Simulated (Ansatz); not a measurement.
**CH$_{3}$FGe (SMILES [CH3][Ge][F]): density, localisation and related maps**

The calculation's input:

```
crystal:
  periodic: [false, false, false]
  atoms:
    - symbol: C
      position_ang: [0.465357, -0.509152, 0.996636]
    - symbol: F
      position_ang: [0.640093, 1.894751, -0.416110]
    - symbol: Ge
      position_ang: [1.494704, 0.326529, -0.501409]
    - symbol: H
      position_ang: [0.772821, -1.538641, 1.194953]
    - symbol: H
      position_ang: [0.601120, 0.091804, 1.902629]
    - symbol: H
      position_ang: [-0.602591, -0.488302, 0.753266]
basis:
  gaussian:
    orbitals: def2-TZVPD
hamiltonian:
  xc: {name: PBE0}
output: {forces: true, orbitals: {seedname: orbitals}}
```

Launched as:

```sh
ansatz run input.yaml --threads 2 --pin off --max-ram 4350MiB --events-out events.jsonl --progress --plain --runs-dir runs
```

Geometry: B3LYP-D3(BJ)/6-311G**.

All numbers below come from Ansatz 0.2.0, isolated molecule in a Gaussian basis; Kohn-Sham density functional theory, functional PBE0.

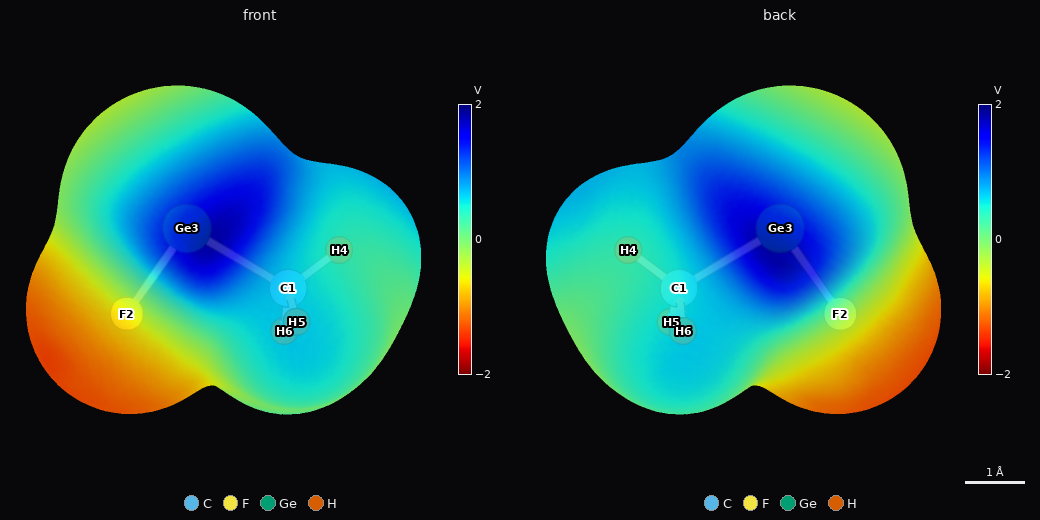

Figure 1. The electrostatic potential painted on the density surface at 0.001 e/bohr³, seen from the front and from behind; the colour scale runs from red (negative) to blue (positive).

Question: Which sites attract a positive test charge, and which a negative one?

Answer: A positive charge is drawn to the negative regions and a negative charge to the positive ones. The most negative region (about −1.3 V) lies over F2, the most positive (about +1.8 V) over Ge3.

Question: What dipole moment does the calculation give?

Answer: Its dipole moment is 2.24 D.

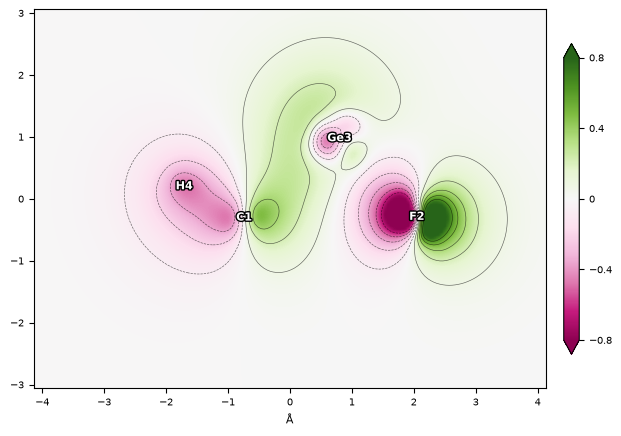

Figure 2. The HOMO−1 on the plane of atoms Ge3, C1 and H4 (values in Å⁻³ᐟ²; the overall sign is arbitrary).

Question: Where does this orbital lie, and at what energy?

Answer: It lies mainly on F2 (about 45 %), Ge3 (about 25 %), C1 (about 15 %) and H4 (about 10 %). Its energy is −10.40 eV.

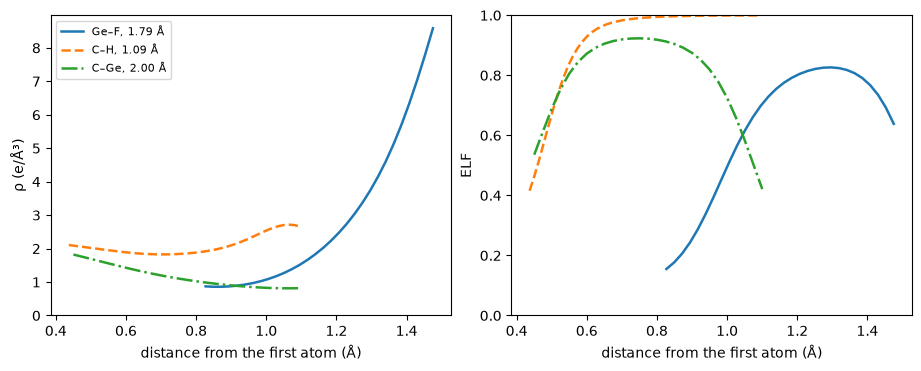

Figure 3. Total electron density and electron localisation function along straight lines between neighbouring atoms. The curves leave out the atomic cores.

Question: What can be read from the curves?

Answer: Ge–F (1.79 Å): the density is about 0.87 e/Å³ at the midpoint; the ELF peaks at about 0.85 in the valence shell of F, 0.5 Å from its nucleus, and is about 0.25 at the midpoint.
C–H (1.09 Å): ρ at the midpoint is about 2 e/Å³; the ELF climbs to about 1 towards the hydrogen, as it does in any bond to H: a covalent bond by its length.
C–Ge (2.00 Å): ρ is about 0.83 e/Å³ halfway; the ELF peaks at about 0.90 in the valence shell of C, 0.8 Å from its nucleus, and is about 0.70 at the midpoint.
